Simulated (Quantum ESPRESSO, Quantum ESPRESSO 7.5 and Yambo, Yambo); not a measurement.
## GaP (F-43m): a self-consistent loop beyond G0W0, cycle by cycle

Wanted: G0W0 and self-consistent gaps of GaP (F-43m), with the cost of the cycles.

Method: PBE and many-body steps on it, plane waves, in Quantum ESPRESSO 7.5 and Yambo 5.3.0.

**What was measured.**

- Gap 2.25 ± 0.04 eV: optical gap from Tauc plot (fundamental, indirect); spectroscopic ellipsometry, Tauc-Lorentz fit and Tauc plot; 300 K; film (GaP layer on Si reference sample) on Si (“Assessment of GaPSb/Si tandem material association properties for photoelectrochemical cells”, 2020, arxiv:2002.02774).

## 1. The starting structure

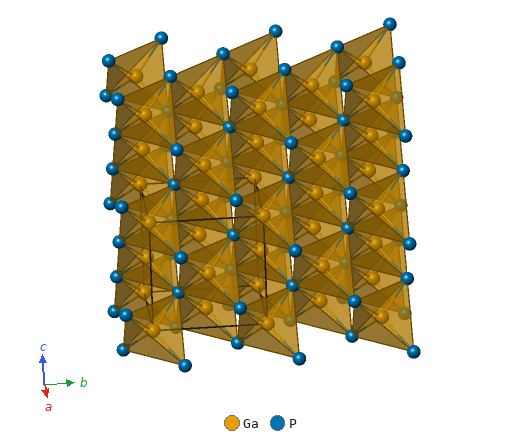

The cell as given, slightly off an axis (gallium orange, phosphorus blue). 1×2×2 cells are drawn. This picture shows the conventional cell, with its axes. Some periodic images of atoms are drawn too.

The cell and positions come from the Crystallography Open Database and are kept as given unless a step says otherwise.

## 2. Empty states on the mesh, 4×4×4 mesh, 141 bands

This step: Quantum ESPRESSO 7.5; DFT, PBE, plane waves, norm-conserving pseudopotentials.

The sums over transitions need many empty states on a uniform mesh; this step solves for them.

pw.in

```
&control
  calculation = 'nscf'
  prefix = 'x'
  outdir = 'o'
  pseudo_dir = 'pseudo'
/
&system
  ibrav = 0
  nat = 2
  ntyp = 2
  ecutwfc = 104.0
  nbnd = 141
  force_symmorphic = .true.
/
&electrons
  conv_thr = 1e-9
  electron_maxstep = 80
  diago_full_acc = .true.
  diago_thr_init = 5e-6
/
ATOMIC_SPECIES
  Ga 69.723 Ga.upf
  P 30.974 P.upf
CELL_PARAMETERS angstrom
  0.0000000000 2.7252500000 2.7252500000
  2.7252500000 0.0000000000 2.7252500000
  2.7252500000 2.7252500000 0.0000000000
ATOMIC_POSITIONS crystal
  Ga 0.0000000000 0.0000000000 0.0000000000
  P 0.2500000000 0.2500000000 0.2500000000
K_POINTS automatic
  4 4 4 0 0 0
```

Run with:

```sh
$ OMP_NUM_THREADS=1 mpirun -n 4 pw.x -nk 4 -in pw.in > pw.out
```

The log of the run:

```text
Program PWSCF v.7.5 starts

     This program is part of the open-source Quantum ESPRESSO suite
     for quantum simulation of materials; please cite
         "P. Giannozzi et al., J. Phys.:Condens. Matter 21 395502 (2009);
         "P. Giannozzi et al., J. Phys.:Condens. Matter 29 465901 (2017);
         "P. Giannozzi et al., J. Chem. Phys. 152 154105 (2020);
     in publications or presentations arising from this work. More details at

     Atomic positions and unit cell read from directory:
     o/x.save/

     Message from routine setup:
[...]
73.2092  75.8608  75.8608  76.0942  76.2736  76.2736  77.2919  79.4084
     [... 6 further rows ...]
   114.4791 114.6481 114.6481 115.8646 116.1635 116.1635 118.1900 118.1900
   118.7901 121.4459 121.4459 122.2177 123.4261

          k = 0.3536 0.0000 0.0000 (  4865 PWs)   bands (ev):

     [... further k-points ...]

     highest occupied, lowest unoccupied level (ev):     8.2046    9.8577

     XML data file, pseudopotentials, collected wavefunctions

=------------------------------------------------------------------------------=
   JOB DONE.
=------------------------------------------------------------------------------=
```

The job ended after 12 s (4 MPI ranks of Arm Neoverse V1, shared host; peak memory 0.44 GiB; 48 s of CPU time).

Numbers from this step:

| Quantity | Value |
| --- | --- |
| gap | 1.653 eV |
| k of the valence top | 0, 0, 0 |
| k of the conduction bottom | 0, -0.5, -0.5 |
| least direct gap | 1.818 eV |
| k points computed | 8 |
| lowest point of the top converged band, above the valence top | 110.8948 eV |

On this mesh the gap is 1.653 eV.

The density comes from a self-consistent run that is not shown.

## 3. Conversion and set-up

This step: Yambo 5.3.0; conversion and set-up on PBE, plane waves, norm-conserving pseudopotentials.

The states are converted to the many-body program's format and the q mesh is built.

Run with:

```sh
$ (cd o/x.save; p2y > p2y.log; mv SAVE ../..); yambo > setup.log
```

The log of the run:

```text
 Yambo, version 5.3.0

 [02] CORE Variables Setup
 =========================

  [02.01] Unit cells
  ==================

  Cell kind             :  FCC
  Atoms in the cell     :  Ga  P
  number of Ga atoms    :  1
  number of P  atoms    :  1

  List of atomic masses
  Mass of Ga    :  69.72300
  Mass of P     :  30.97400

  List of atomic coordinates    : [cc]
  Ga1       :  0.000000  0.000000  0.000000  order 1
  P1       :  2.574988  2.574988  2.574988  order 2

  Alat factors          :  5.149976  5.149976  5.149976 [a.u.]
  Direct lattice volume :  273.1780 [a.u.]
[...]
==========================================

 IBZ Q-points                                      :   8
 BZ  Q-points                                      :   64

 K/Q-points units:
 rlu = crystal or reduced units; cc = cartesian coordinates; iku = interal k-units

 Q [1]          [rlu]:  0.000000  0.000000  0.000000
 Q [2]          [rlu]: -0.25926E-17 -0.25926E-17  0.25000
 Q [3]          [rlu]:  0.51853E-17  0.51853E-17 -0.50000
[...]
Q [7]          [rlu]: -0.34504E-17 -0.50000     -0.50000
 Q [8]          [rlu]:  0.250000 -0.500000 -0.250000

  [03.01] X indexes
  =================

   [03.01.01] Sigma indexes
   ========================

 [06] Game Over & Game summary
```

Run time: 3.1 s. Hardware: 1 MPI rank; peak memory 0.25 GiB.

## 4. G0W0

Now the one-shot GW correction: screening in the RPA, then the self-energy of the levels asked for.

This step: G0W0 on PBE, plane waves, norm-conserving pseudopotentials.

gw1.in

```
HF_and_locXC
gw0
dyson
ppa
em1d
rim_cut
RandQpts= 1000000
RandGvec= 1 RL
EXXRLvcs= 104 Ry
VXCRLvcs= 416 Ry
Chimod= "HARTREE"
% BndsRnXp
 1 | 141 |
%
NGsBlkXp= 15.5 Ry
% LongDrXp
 1 | 1 | 1 |
%
% GbndRnge
 1 | 141 |
%
DysSolver= "n"
ExtendOut
PPAPntXp= 27.21138 eV
% QPkrange
 1 | 8 | 10 | 17 |
%
```

Run with:

```sh
$ OMP_NUM_THREADS=1 mpirun -n 4 yambo -F gw1.in -J gw1 -C gw1 > gw1.log
```

The log of the run:

```text
 Yambo, version 5.3.0

 [02] CORE Variables Setup
 =========================

  [... cell, symmetries and grids as in the set-up ...]

  [02.05] Energies & Occupations
  ==============================

  [X] === General ===
  [X] Electronic Temperature                        :  0.000000  0.000000 [eV K]
  [X] Bosonic    Temperature                        :  0.000000  0.000000 [eV K]
  [X] Finite Temperature mode                       : no
  [X] El. density                                   :  0.64228E+24 [cm-3]
  [X] Fermi Level                                   :  8.204632 [eV]

  [X] === Gaps and Widths ===
  [X] Conduction Band Min                           :  1.653057 [eV]
  [X] Valence Band Max                              :  0.000000 [eV]
  [X] Filled Bands                                  :  13
  [X] Empty Bands                                   :   14  141
  [X] Direct Gap                                    :  1.817542 [eV]
  [X] Direct Gap localized at k                     :  1
  [X] Indirect Gap                                  :  1.653057 [eV]
  [X] Indirect Gap between kpts                     :   1   7
  [X] Last valence band width                       :  3.419264 [eV]
  [X] 1st conduction band width                     :  3.048655 [eV]

 [03] Transferred momenta grid and indexing
 ==========================================

 IBZ Q-points                                      :   8
 BZ  Q-points                                      :   64

 K/Q-points units:
 rlu = crystal or reduced units; cc = cartesian coordinates; iku = interal k-units

 Q [1]          [rlu]:  0.000000  0.000000  0.000000
 Q [2]          [rlu]: -0.25926E-17 -0.25926E-17  0.25000
 Q [3]          [rlu]:  0.51853E-17  0.51853E-17 -0.50000
 Q [4]          [rlu]:  0.17252E-17  0.25000      0.25000
 Q [5]          [rlu]:  0.64517E-16  0.25000      0.50000
 Q [6]          [rlu]:  0.51853E-17  0.25000     -0.25000
 Q [7]          [rlu]: -0.34504E-17 -0.50000     -0.50000
 Q [8]          [rlu]:  0.250000 -0.500000 -0.250000

 [04] Coloumb potential Random Integration (RIM)
 ===============================================

  [04.01] RIM initialization
  ==========================

  * Diagonal components only detected *

  8 x (sBL volume)        :  0.113502 [a.u.]
  sBZ random points       :  1000000
  Points outside the sBZ  :   7987327
  RL volume               :  0.908017 [a.u.]
  Integrated volume       :  0.909458 [a.u.]

  [04.02] RIM integrals
  =====================

  Gamma point sphere radius             :  0.087825 [a.u.]
  Points outside the sphere             :   799513
  [Int_sBZ(q=0) 1/q^2]*(Vol_sBZ)^(-1/3) =:  7.764325
                                 should be <:  7.795600

  Summary of Coulomb integrals for non-metallic bands |Q|[au] RIM/Bare

  Q [1] 0.100000E-4 0.995988 * Q [2] 0.264147 1.066458
  Q [4] 0.305010 1.065091 * Q [6] 0.431350 1.027253
  Q [5] 0.505803 1.020682 * Q [3] 0.528294 1.017918
  Q [7] 0.610021 1.014689 * Q [8] 0.682024 1.011759

 [05] Dipoles
 ============

  [05.01] Setup: observables and procedures
  =========================================

 [06] Dynamic Dielectric Matrix (PPA)
 ====================================

 [WR./gw1//ndb.pp]---------------------------------------------------------------
  Brillouin Zone Q/K grids (IBZ/BZ)                :    8   64    8   64
  RL vectors                                       :   5961 [WF]
  Coulomb cutoff potential                         : none
  Electronic Temperature                           :  0.000000 [K]
  Bosonic    Temperature                           :  0.000000 [K]
  PPA    diel. fun.  energies                      : Perdew, Burke & Ernzerhof(X)+Perdew, Burke & Ernzerhof(C)
  wavefunctions                                    : Perdew, Burke & Ernzerhof(X)+Perdew, Burke & Ernzerhof(C)
  Global Gauge                                     : length
  X matrix size                                    :  307
  X band range                                     :    1  141
  X e/h energy range                               : -1.000000 -1.000000 [eV]
  X Time ordering                                  : R
  X Hxc Kernel                                     : HARTREE
  X Drude frequency                                :  0.000000  0.000000
  X poles                                          :  100.0000 [o/o]
  RL vectors in the sum                            :   5961
  [r,Vnl] included                                 : yes
  Field direction                                  :  0.577350E-5  0.577350E-5  0.577350E-5
  BZ energy Double Grid                            : no
  BZ energy DbGd points                            : 0
  BZ Q point size factor                           : -1.000000
  X Optical Averaged directions                    : none

 [07] Local Exchange-Correlation + Non-Local Fock
 ================================================

 [VXC] Plane waves :   39189
 [EXS] Plane waves :   4957

 QP @ state[ 1 ] K range:   1   8
 QP @ state[ 1 ] b range:  10  17

 [xc] Functional : Perdew, Burke & Ernzerhof(X)+Perdew, Burke & Ernzerhof(C)
 [xc] LIBXC used to calculate xc functional
  PP Number of Atomic Species                      :  2
  NLCC RL compoments                               :   39189
  PP Number of Atomic Species                      :  2
  NLCC RL compoments                               :   39189

 [xc] E_xc :  -23.20666 [Ha]
      E_xc :  -46.41333 [Ry]

  Local XC kind (lXC) : Perdew, Burke & Ernzerhof(X)+Perdew, Burke & Ernzerhof(C)
  Non-Local XC kind (nlXC) : Hartree-Fock

  Corrections @ K [1] :  [eV]
 <10|nlXC|10> = -19.09617  0.99594E-17 <10|lXC|10> = -11.84618 -0.35399E-16
 <11|nlXC|11> = -15.17883  0.10134E-16 <11|lXC|11> = -13.29395  0.18881E-15
 <12|nlXC|12> = -15.17873 -0.27623E-16 <12|lXC|12> = -13.29395  0.94353E-16
 <13|nlXC|13> = -15.17871  0.19706E-16 <13|lXC|13> = -13.29395 -0.18516E-19
 <14|nlXC|14> = -8.162743 -0.21078E-18 <14|lXC|14> = -12.70030  0.94296E-16
 <15|nlXC|15> = -6.788098 -0.33010E-17 <15|lXC|15> = -11.36385  0.13257E-18
[...]
Corrections @ K [2] :  [eV]
[...]
Corrections @ K [3] :  [eV]
[...]
Corrections @ K [4] :  [eV]
[...]
Corrections @ K [5] :  [eV]
[...]
[... 2 further k-points ...]
  Corrections @ K [8] :  [eV]
[...]
<15|nlXC|15> = -7.299356 -0.21828E-17 <15|lXC|15> = -12.51870  0.17688E-16
 <16|nlXC|16> = -5.760399  0.20355E-17 <16|lXC|16> = -11.06626 -0.18892E-15
 <17|nlXC|17> = -5.723992 -0.22195E-17 <17|lXC|17> = -10.53552  0.70861E-16

  [07.01] Hartree-Fock occupations report
  =======================================

  [Hartree-Fock] === General ===
  [Hartree-Fock] Electronic Temperature             :  0.000000  0.000000 [eV K]
  [Hartree-Fock] Bosonic    Temperature             :  0.000000  0.000000 [eV K]
  [Hartree-Fock] Finite Temperature mode            : no
  [Hartree-Fock] El. density                        :  0.64228E+24 [cm-3]
  [Hartree-Fock] Fermi Level                        :  8.204632 [eV]

  [Hartree-Fock] === Gaps and Widths ===
  [Hartree-Fock] Conduction Band Min                :  5.435879 [eV]
  [Hartree-Fock] Valence Band Max                   : -1.884758 [eV]
  [Hartree-Fock] Filled Bands                       :  13
  [Hartree-Fock] Empty Bands                        :   14  141
  [Hartree-Fock] Direct Gap                         :  8.239852 [eV]
  [Hartree-Fock] Direct Gap localized at k          :  1
  [Hartree-Fock] Indirect Gap                       :  7.320637 [eV]
  [Hartree-Fock] Indirect Gap between kpts          :   1   7
  [Hartree-Fock] Last valence band width            :  4.426130 [eV]
  [Hartree-Fock] 1st conduction band width          :  3.656115 [eV]

 [08] Dyson equation: Newton solver
 ==================================

  [08.01] G0W0 (W PPA)
  ====================

  [  GW  ] Bands range     :    1  141
  [GW/PPA] G damping       :  0.100000 [eV]

  QP @ state[ 1 ] K range:   1   8
  QP @ state[ 1 ] b range:  10  17

   Sc/G bands                                       :    1  141
   Sc/G damping                                     :  0.100000 ev
   Sc bands terminator                              : no
   Sx RL components                                 :   4957

   QP @ state[ 1 ] K range                          :   1   8
   QP @ state[ 1 ] b range                          :  10  17
   GF energies kind                                 : Perdew, Burke & Ernzerhof(X)+Perdew, Burke & Ernzerhof(C)
   GF WF`s kind                                     : Perdew, Burke & Ernzerhof(X)+Perdew, Burke & Ernzerhof(C)
   Xs energies kind                                 : Perdew, Burke & Ernzerhof(X)+Perdew, Burke & Ernzerhof(C)
   Xs WF`s kind                                     : Perdew, Burke & Ernzerhof(X)+Perdew, Burke & Ernzerhof(C)

 [11] Game Over & Game summary
```

Run time: 11 min. Hardware: 4 MPI ranks; peak memory 1.9 GiB.

Numbers from this step:

* G0W0 gap on the mesh: 2.285 eV
* starting gap on the mesh: 1.653 eV
* k of the valence top: 0, 0, 0
* k of the conduction bottom: 0, -0.5, -0.5
* least direct G0W0 gap on the computed points: 2.691 eV
* Z at the valence top: 0.7842
* Z at the conduction bottom: 0.8088

The gap on the mesh goes from 1.65 eV to 2.29 eV, a correction of +0.63 eV.

## 5. evGW0, cycle 1

This step: evGW0 on PBE, plane waves, norm-conserving pseudopotentials.

gw2.in, as its differences from gw1.in of step 4:

```diff
@@ -27 +27,2 @@
 %
+GfnQPdb= "E < ./gw1/ndb.QP"
```

Run with:

```sh
$ OMP_NUM_THREADS=1 mpirun -n 4 yambo -F gw2.in -J gw2,gw1_W -C gw2 > gw2.log
```

The log of the run:

```text
 Yambo, version 5.3.0

 [02] CORE Variables Setup
 =========================

  [... cell, symmetries and grids as in the set-up ...]

  [02.05] Energies & Occupations
  ==============================

  [X] === General ===
  [X] Electronic Temperature                        :  0.000000  0.000000 [eV K]
  [X] Bosonic    Temperature                        :  0.000000  0.000000 [eV K]
  [X] Finite Temperature mode                       : no
  [X] El. density                                   :  0.64228E+24 [cm-3]
  [X] Fermi Level                                   :  8.204632 [eV]

  [X] === Gaps and Widths ===
  [X] Conduction Band Min                           :  1.653057 [eV]
  [X] Valence Band Max                              :  0.000000 [eV]
  [X] Filled Bands                                  :  13
  [X] Empty Bands                                   :   14  141
  [X] Direct Gap                                    :  1.817542 [eV]
  [X] Direct Gap localized at k                     :  1
  [X] Indirect Gap                                  :  1.653057 [eV]
  [X] Indirect Gap between kpts                     :   1   7
  [X] Last valence band width                       :  3.419264 [eV]
  [X] 1st conduction band width                     :  3.048655 [eV]

 [03] Transferred momenta grid and indexing
 ==========================================

 IBZ Q-points                                      :   8
 BZ  Q-points                                      :   64

 K/Q-points units:
 rlu = crystal or reduced units; cc = cartesian coordinates; iku = interal k-units

 Q [1]          [rlu]:  0.000000  0.000000  0.000000
 Q [2]          [rlu]: -0.25926E-17 -0.25926E-17  0.25000
 Q [3]          [rlu]:  0.51853E-17  0.51853E-17 -0.50000
[...]
[G+QP] Indirect Gap                               :  2.285297 [eV]
  [G+QP] Indirect Gap between kpts                  :   1   7
  [G+QP] Last valence band width                    :  3.509888 [eV]
  [G+QP] 1st conduction band width                  :  3.062243 [eV]

  [coarse-grid] Minimum Bare Gap        [ev]:  1.653057
  [coarse-grid] Minimum Gap Correction  [ev]:  0.632240

  Eqp @ K [1]
  -141.0814  -92.6277  -92.6277  -92.6277  -14.3775  -14.3775  -14.3775  -14.2821
   -14.2821     -12.3445    -0.311596E-4   0.00000    -0.121209E-4   2.69139      4.81479      4.81482
    4.81481   9.66741  10.58469  10.58469  13.31950  13.31950  13.31950  16.72571
[...]
Eqp @ K [2]
[...]
Eqp @ K [3]
[...]
Eqp @ K [4]
[...]
Eqp @ K [5]
[...]
[... 2 further k-points ...]
  Eqp @ K [8]
[...]
6.93639  12.45135  12.68169  14.53640  14.71866  17.50313  19.63761  20.03445
   20.31290  20.34825  21.72860  22.31817  25.23901  26.96720  27.39825  28.76375

 [07] Dipoles
 ============

  [07.01] Setup: observables and procedures
  =========================================

 [08] Dynamic Dielectric Matrix (PPA)
 ====================================

   Sc/G bands                                       :    1  141
   Sc/G damping                                     :  0.100000 ev
   Sc bands terminator                              : no
   Sx RL components                                 :   4957

   QP @ state[ 1 ] K range                          :   1   8
   QP @ state[ 1 ] b range                          :  10  17
   GF energies kind                                 : Perdew, Burke & Ernzerhof(X)+Perdew, Burke & Ernzerhof(C)+ E < ./gw1/ndb.QP + @E Fit
   GF WF`s kind                                     : Perdew, Burke & Ernzerhof(X)+Perdew, Burke & Ernzerhof(C)
   Xs energies kind                                 : Perdew, Burke & Ernzerhof(X)+Perdew, Burke & Ernzerhof(C)
   Xs WF`s kind                                     : Perdew, Burke & Ernzerhof(X)+Perdew, Burke & Ernzerhof(C)

 [13] Game Over & Game summary
```

Run time: 9.1 min. Hardware: 4 MPI ranks; peak memory 1.8 GiB.

This step gave:

```
quasiparticle gap on the mesh                         : 2.349 eV
gap of the density functional on the mesh             : 1.653 eV
k of the valence top                                  : 0, 0, 0
k of the conduction bottom                            : 0, -0.5, -0.5
least direct quasiparticle gap on the computed points : 2.782 eV
Z at the valence top                                  : 0.7870
Z at the conduction bottom                            : 0.8170
```

Against G0W0 in Yambo (4×4×4 mesh, 141 bands, screening to 210.9 eV, Godby-Needs plasmon pole), the gap moves by +0.064 eV.

The program's own table gives 2.464 eV, which is too large where the input levels are shifted: this version takes Σc at the unshifted level E₀, yet steps from the shifted one. The value above is the Newton step from E₀, E₀ + Z(Σc + Σx − Vxc), rebuilt from the printed columns.

(Part 1 of 2 ends here.)

[Paths, hosts, dates, memory and timing lines, banners, echoed tables and standing remarks are left out of the program output.]

[Logs are printed without paths, hosts, clocks, repeated set-up lines and the standing remarks that a program may print on its own settings, such as how far it seeks lower states.]

[Runs of the session that timed out or met a known fault of the program may be left out.]

[Hosts, paths, dates, database ids (printed as entryN), source tags and the programs' standing remarks are cut or masked in the printed files.]
